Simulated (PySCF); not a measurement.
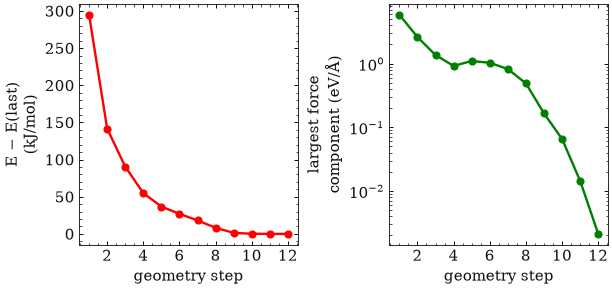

History of a geometry optimisation. The run: OTl₃ molecule (charge +1), by RKS-based PBE, O def2-SVP, Tl def2-SVP with ECP60; non-relativistic Hamiltonian with scalar-relativistic core potentials; density fitting in PySCF 2.14.0. The start has point group C3v, which is kept, and the end D3h. A held symmetry can leave a saddle point.

The optimisation met its thresholds at geometry 12, counting the start as the first. The energy fell by about 290 kJ/mol from the first step to the last. The largest force component goes from about 5.9 eV/Å at the start to 2.1 × 10⁻³ eV/Å at the end.
